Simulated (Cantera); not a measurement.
Charge: 1 mol AlCl3, a varied amount of H2O, 31 mol N2, held at 552 °C and 1.00 bar.

These are equilibrium values from Cantera (NASA tables, ideal gas, pure condensed phases), not measurements of a reactor. Candidate condensed phases: Al, AlCl3, AlN, Al2O3, H2O, NH4Cl; 45 gas species. Condensed phases not in the tables: AlOCl. Rates play no part.

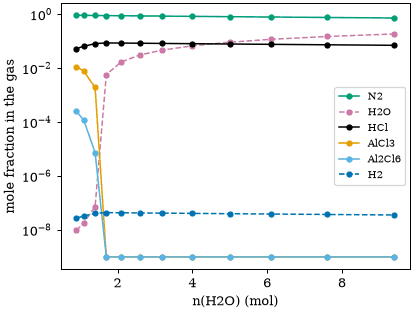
*Equilibrium gas composition (values under 1e-9 drawn at 1e-9)*

From 0.9 mol H2O to 9.4 mol H2O the condensed part is Al2O3(s).
